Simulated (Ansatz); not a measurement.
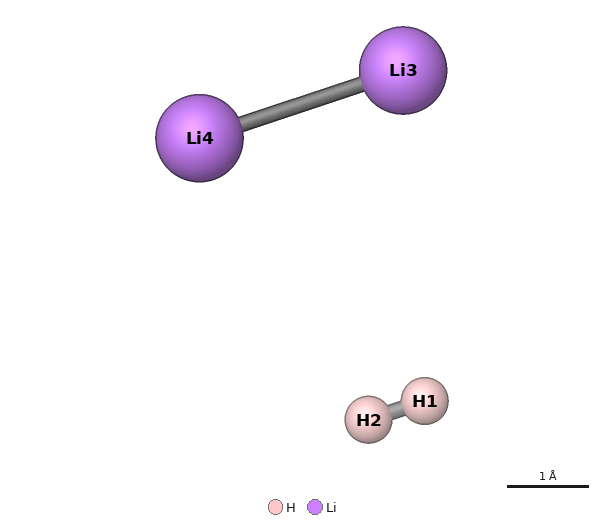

Source: calculation with Ansatz.

Orthographic view. Depth is shown by fading: the farther an atom, the more it takes the colour of the background. Geometry: a fixed input geometry, not necessarily a minimum.

Give the distance matrix in Å.

```
atom    H1    H2   Li3   Li4
  H1  0.00                  
  H2  0.74  0.00            
 Li3  4.41  4.63  0.00      
 Li4  4.63  4.41  2.68  0.00
```
